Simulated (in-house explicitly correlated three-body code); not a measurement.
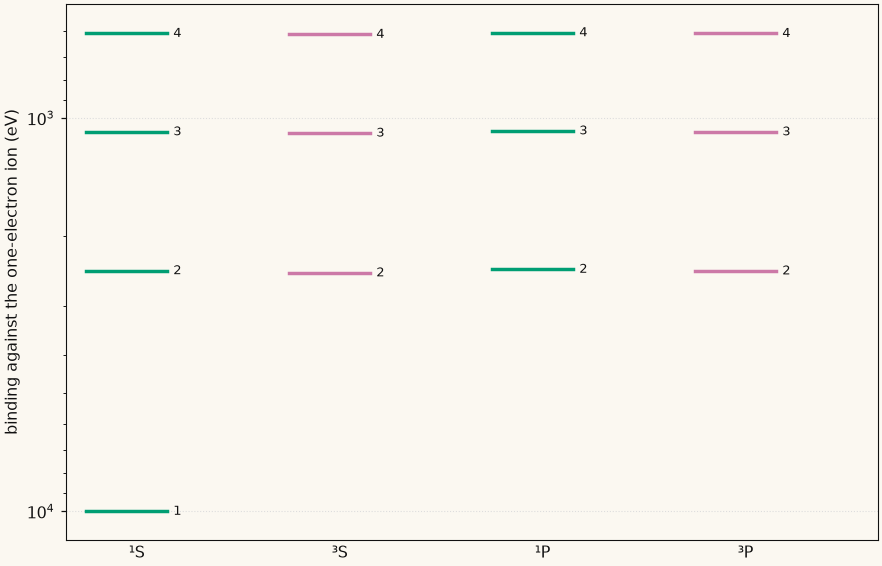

Two electrons around a point charge Z = 27.733. Computed variationally in 260 exponentially correlated functions with an in-house code, non-relativistic, converged to about 10⁻⁸ of the energy. The plot shows the bound S and P states that converged, by term and principal number n, on a logarithmic scale of binding.

> Describe the level scheme.

The ground state is bound by 9997 eV. The n = 2 states drawn run, from the deepest, 2 ³S (2476 eV), 2 ³P (2448 eV), 2 ¹S (2444 eV), 2 ¹P (2424 eV). Exchange puts 2 ³S below 2 ¹S by 31.3 eV and 2 ³P below 2 ¹P by 23.5 eV. Quantum defects n − (Z − 1)/√(2 E(binding)): 2 ³S 0.018, 2 ³P 0.007, 2 ¹S 0.005, 2 ¹P −0.003.
